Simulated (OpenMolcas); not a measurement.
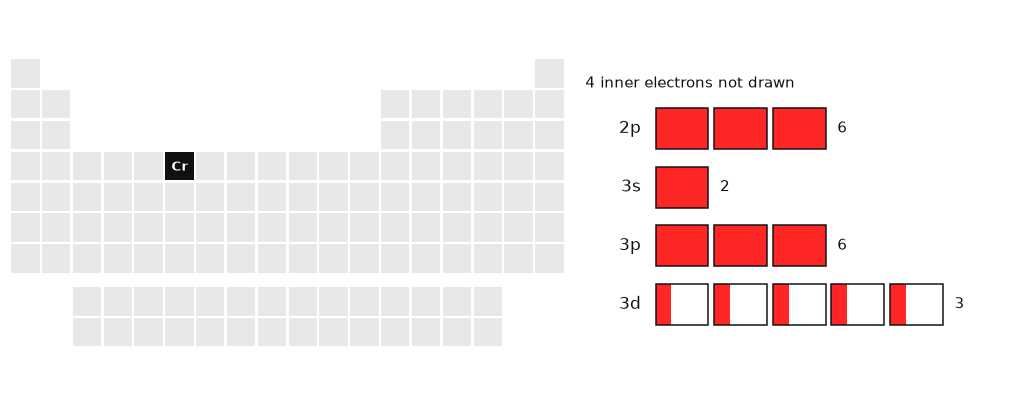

Left, the place of chromium in the periodic table; right, the outer shells of the leading configuration of the lowest level: a box for each of the 2l + 1 orbitals, shaded by the share of the shell that is filled, with the electron count at the right.

## Run report: Cr³⁺ complex, multiconfigurational calculation (part 1 of 2)

System: Cr³⁺ with 6 ligands (O; octahedron, 2.106 Å), embedded in MgO by model potentials and point charges, whose field is part of the energies.
Method: state-averaged CASSCF, active space 3 electrons in the shell 3d, basis ANO-RCC-VTZP on the metal and ANO-RCC-VDZP on the ligands, DKH2 scalar Hamiltonian, spin-orbit coupling by RASSI with atomic mean-field integrals (OpenMolcas).

## Key numbers

```
                                 quantity                                                                 value
                                  outcome                                                             converged
      energy of the lowest spin-free term                                                   −1508.98891 hartree
    energy of the lowest spin-orbit level                                                   −1508.98897 hartree
largest spread among components of a term                                                              0.0 cm⁻¹
                                 hardware  1 thread of Arm Neoverse V2, 24 GiB of memory available, shared host
                                wall time                                                                  29 s
                              peak memory                                                               0.2 GiB
```

## Notes

Without dynamic correlation the splittings between terms come out too large, often by 20 to 50 %. Limits: the geometry is set by hand, with no relaxation.

## Input
```
&GATEWAY
Basis set
Cr.ANO-RCC-VTZP.
Cr1 0.0 0.0 0.0 Angstrom
End of basis
Basis set
O.ANO-RCC-VDZP.
L1 2.106000 0.000000 0.000000 Angstrom
L2 0.000000 2.106000 0.000000 Angstrom
L3 0.000000 0.000000 2.106000 Angstrom
End of basis
Basis set
Mg.EMB-AIMP.Pascual.10s4p.1s1p.ECP.MgO.
PseudoCharge
* 3 symmetry-unique lattice sites within 7.6 angstrom
End of basis
Basis set
Mg.EMB-AIMP.Pascual.0s.0s.ECP.MgO.
PseudoCharge
* 40 symmetry-unique lattice sites within 7.6 angstrom
End of basis
Basis set
O.EMB-AIMP.Pascual.0s.0s.ECP.MgO.
PseudoCharge
* 55 symmetry-unique lattice sites within 7.6 angstrom
End of basis
Symmetry
XYZ
AngMom=0.0 0.0 0.0
AMFI
RICD
XField
997 Angstrom 0
* Evjen-weighted lattice charges
&SEWARD
&RASSCF
FileOrb=start.orb
Symmetry=1
Spin=4
nActEl=3 0 0
Inactive=18 21
Ras2=5 0
CIRoot=10 10 1
SDav=10
CIMx=300
Iter=150 100
PrWF=0.3
OrbListing=Nothing
MaxOrb=0
LevShft=1.0
>>> COPY $Project.JobIph JOB001
&RASSCF
FileOrb=start.orb
Symmetry=1
Spin=2
nActEl=3 0 0
Inactive=18 21
Ras2=5 0
CIRoot=40 40 1
SDav=40
CIMx=300
Iter=150 100
PrWF=0.3
OrbListing=Nothing
MaxOrb=0
LevShft=1.0
>>> COPY $Project.JobIph JOB002
&RASSI
NrOfJobIphs=2 10 40
1 2 3 4 5 6 7 8 9 10
1 2 3 4 5 6 7 8 9 10 11 12 13 14 15 16 17 18 19 20 21 22 23 24 25 26 27
28 29 30 31 32 33 34 35 36 37 38 39 40
IphNames
JOB001
JOB002
EJob
SpinOrbit
DIPRint=1.0
SOCoupling=1000.0
Subsets=2
Property=9
'ANGMOM' 1 'ANGMOM' 2 'ANGMOM' 3 'MLTPL  1' 1 'MLTPL  1' 2 'MLTPL  1' 3
'AMFI' 1 'AMFI' 2 'AMFI' 3
SOProperty=3
'ANGMOM' 1 'ANGMOM' 2 'ANGMOM' 3
```

The file start.orb holds starting orbitals from an earlier step. A driver script formed the levels outside the program, from RASSI's spin-orbit matrix and the active-space energies, averaged over the components of each term or state.

Launched with:
```bash
OMP_NUM_THREADS=1 MOLCAS_MEM=2457 MOLCAS_PROJECT=a pymolcas a.inp > a.log  # once for each step of the input, in one work folder
```

## Log (extracts)
```
--- SEWARD ---
Basis set label: CR.ANO-RCC...6S5P3D2F1G.

      Electronic valence basis set:
      ------------------
      Associated Effective Charge  24.000000 au
      Associated Actual Charge     24.000000 au
      Nuclear Model: Point charge

      Shell  nPrim  nBasis  Cartesian Spherical Contaminant
         s      21       6        X
         p      15       5        X
         d      10       3                 X
         f       6       2                 X
         g       4       1                 X
                  Relativistic Douglas-Kroll-Hess integrals:
                    - DKH order of Hamiltonian: 2
                    - DKH order of Properties : 0
                  Atomic mean-field integrals
--- RASSCF ---
Wave function specifications:
      -----------------------------

      Number of closed shell electrons          78
      Number of electrons in active shells       3
      Max number of holes in RAS1 space          0
      Max nr of electrons in RAS3 space          0
      Number of inactive orbitals               39
      Number of active orbitals                  5
      Number of secondary orbitals             123
      Spin quantum number                      1.5
      State symmetry                             1
Orbital specifications:
      -----------------------

      Symmetry species                           1   2
                                                ag  au
      Frozen orbitals                            0   0
      Inactive orbitals                         18  21
      Active orbitals                            5   0
      RAS1 orbitals                              0   0
      RAS2 orbitals                              5   0
      RAS3 orbitals                              0   0
      Secondary orbitals                        61  62
      Deleted orbitals                           0   0
      Number of basis functions                 84  83
      Number of CSFs                            10
      Number of root(s) required                10
      Iter CI   SX   CI       RASSCF       Energy    max ROT     max BLB   max BLB  Level Ln srch  Step   QN
          iter iter root      energy       change     param      element    value   shift minimum  type update
 Nr of preliminary CI iterations:   1
      Total energies have been shifted. Add                -1000.00 au
        1   1   12    0  -506.66066110    0.00E+00  -9.44E-02   20  65 2 -4.48E-01*  1.30   0.00    SX    NO
        2   1   13    0  -508.38403060   -1.72E+00* -7.41E-02    9  22 2  1.98E-01*  0.93   0.00    SX    NO
        3   1   13    0  -508.80369800   -4.20E-01* -5.27E-02   18  21 1  8.16E-02*  0.69   0.00    SX    NO
        4   1   13    0  -508.87130388   -6.76E-02*  2.44E-02   18  21 1  3.64E-02*  0.60   0.00    SX    NO
        5   1   12    0  -508.88628088   -1.50E-02*  1.92E-02   18  21 1  1.86E-02*  0.58   1.88    LS   YES
        6   1   12    0  -508.89046588   -4.19E-03*  6.84E-03    9  46 2 -1.10E-02*  0.56   1.11    QN   YES
        7   1   11    0  -508.89130065   -8.35E-04*  3.52E-03    4  32 2 -3.85E-03*  0.56   1.53    LS   YES
        8   1   10    0  -508.89141308   -1.12E-04* -1.16E-03    7  56 1 -2.31E-03*  0.56   1.02    QN   YES
        9   1   10    0  -508.89149008   -7.70E-05* -5.14E-04    7  19 1  8.43E-04*  0.56   1.45    LS   YES
       10   1   10    0  -508.89149817   -8.09E-06* -5.31E-04    4  32 2  1.51E-03*  0.56   1.00    QN   YES
       11   1    9    0  -508.89150740   -9.23E-06* -2.96E-04    7  19 1  3.60E-04*  0.56   1.56    LS   YES
       12   1    9    0  -508.89150878   -1.38E-06* -2.35E-04    3  45 1  4.87E-04*  0.56   1.00    QN   YES
       13   1    8    0  -508.89151013   -1.35E-06*  1.65E-04   13  20 1  1.14E-04*  0.56   1.40    QN   YES
       14   1    7    0  -508.89151042   -2.91E-07* -2.30E-05    3  30 1 -4.69E-05   0.56   1.06    QN   YES
       15   1    6    0  -508.89151043   -1.61E-08*  9.51E-06    3  45 1 -1.69E-05   0.56   1.16    QN   YES
       16   1    5    0  -508.89151044   -2.26E-09   2.05E-06    1  32 2  4.64E-06   0.56   1.08    QN   YES
      Convergence after 16 iterations
       17   1    5    0  -508.89151044   -7.19E-11   2.05E-06    3  30 1  1.17E-06   0.56   1.08    QN   YES
      Natural orbitals and occupation numbers for root  1
      sym 1:   1.000000   0.000000   1.000000   1.000000   0.000000
      Natural orbitals and occupation numbers for root  2
      sym 1:   1.000000   0.000252   0.999748   0.999748   0.000252
      Natural orbitals and occupation numbers for root  3
      sym 1:   1.000000   0.999747   0.999747   0.000253   0.000253
::    RASSCF root number  1 Total energy:  -1508.98891369
::    RASSCF root number  2 Total energy:  -1508.92511796
::    RASSCF root number  3 Total energy:  -1508.92511796
::    RASSCF root number  4 Total energy:  -1508.92511796
::    RASSCF root number  5 Total energy:  -1508.88828127
::    RASSCF root number  6 Total energy:  -1508.88828127
::    RASSCF root number  7 Total energy:  -1508.88828127
::    RASSCF root number  8 Total energy:  -1508.82866433
::    RASSCF root number  9 Total energy:  -1508.82866433
::    RASSCF root number 10 Total energy:  -1508.82866433
--- RASSCF ---
Wave function specifications:
      -----------------------------

      Number of closed shell electrons          78
      Number of electrons in active shells       3
      Max number of holes in RAS1 space          0
      Max nr of electrons in RAS3 space          0
      Number of inactive orbitals               39
      Number of active orbitals                  5
      Number of secondary orbitals             123
      Spin quantum number                      0.5
      State symmetry                             1
Orbital specifications:
      -----------------------

      Symmetry species                           1   2
                                                ag  au
      Frozen orbitals                            0   0
      Inactive orbitals                         18  21
      Active orbitals                            5   0
      RAS1 orbitals                              0   0
      RAS2 orbitals                              5   0
      RAS3 orbitals                              0   0
      Secondary orbitals                        61  62
      Deleted orbitals                           0   0
      Number of basis functions                 84  83
      Number of CSFs                            40
      Number of root(s) required                40
      Iter CI   SX   CI       RASSCF       Energy    max ROT     max BLB   max BLB  Level Ln srch  Step   QN
          iter iter root      energy       change     param      element    value   shift minimum  type update
 Nr of preliminary CI iterations:   1
      Total energies have been shifted. Add                -1000.00 au
        1   1   11    0  -508.79018393    0.00E+00  -1.35E-02   19  25 1 -1.21E-02*  0.57   0.00    SX    NO
        2   1   11    0  -508.79167000   -1.49E-03*  5.48E-03   11  23 1 -8.23E-03*  0.58   0.00    SX    NO
        3   1   10    0  -508.79200891   -3.39E-04*  2.74E-03   11  23 1 -3.43E-03*  0.57   0.00    SX    NO
        4   1   10    0  -508.79210133   -9.24E-05*  1.71E-03   11  23 1 -2.56E-03*  0.57   0.00    SX    NO
        5   1   10    0  -508.79212836   -2.70E-05*  1.75E-03   11  23 1 -1.20E-03*  0.57   2.03    LS   YES
        6   1   10    0  -508.79213768   -9.33E-06* -6.01E-04    9  32 2  1.56E-03*  0.57   1.01    QN   YES
        7   1    8    0  -508.79214024   -2.56E-06*  1.88E-04    9  32 2 -3.38E-04*  0.57   0.80    QN   YES
        8   1    7    0  -508.79214061   -3.65E-07*  5.13E-05   10  24 1 -1.02E-04*  0.57   1.17    QN   YES
        9   1    6    0  -508.79214069   -8.26E-08*  2.85E-05   10  24 1 -4.31E-05   0.57   1.06    QN   YES
       10   1    5    0  -508.79214070   -7.61E-09   7.02E-06   13  19 1  8.17E-06   0.57   1.09    QN   YES
      Convergence after 10 iterations
       11   1    5    0  -508.79214070   -1.38E-10   7.02E-06   13  19 1  3.28E-06   0.57   1.09    QN   YES
      Natural orbitals and occupation numbers for root  1
      sym 1:   1.006073   0.983452   0.011053   0.957795   0.041627
      Natural orbitals and occupation numbers for root  2
      sym 1:   0.981428   1.007085   0.041627   0.958808   0.011053
      Natural orbitals and occupation numbers for root  3
      sym 1:   0.992596   0.960998   0.036496   0.992111   0.017799
::    RASSCF root number  1 Total energy:  -1508.90429249
::    RASSCF root number  2 Total energy:  -1508.90429249
::    RASSCF root number  3 Total energy:  -1508.89986843
::    RASSCF root number  4 Total energy:  -1508.89986843
::    RASSCF root number  5 Total energy:  -1508.89986843
::    RASSCF root number  6 Total energy:  -1508.86881782
::    RASSCF root number  7 Total energy:  -1508.86881782
::    RASSCF root number  8 Total energy:  -1508.86881782
::    RASSCF root number  9 Total energy:  -1508.85445611
::    RASSCF root number 10 Total energy:  -1508.84224411
::    RASSCF root number 11 Total energy:  -1508.84224411
::    RASSCF root number 12 Total energy:  -1508.84224411
::    RASSCF root number 13 Total energy:  -1508.83758191
::    RASSCF root number 14 Total energy:  -1508.83758191
::    RASSCF root number 15 Total energy:  -1508.83758191
::    RASSCF root number 16 Total energy:  -1508.82795184
::    RASSCF root number 17 Total energy:  -1508.82795183
::    RASSCF root number 18 Total energy:  -1508.81184764
::    RASSCF root number 19 Total energy:  -1508.81184764
::    RASSCF root number 20 Total energy:  -1508.81184764
::    RASSCF root number 21 Total energy:  -1508.78134002
::    RASSCF root number 22 Total energy:  -1508.78134002
::    RASSCF root number 23 Total energy:  -1508.78134002
::    RASSCF root number 24 Total energy:  -1508.77706297
::    RASSCF root number 25 Total energy:  -1508.77706297
::    RASSCF root number 26 Total energy:  -1508.77706297
::    RASSCF root number 27 Total energy:  -1508.76456724
::    RASSCF root number 28 Total energy:  -1508.75696849
::    RASSCF root number 29 Total energy:  -1508.75696849
::    RASSCF root number 30 Total energy:  -1508.75696849
```

(Continued in part 2.)
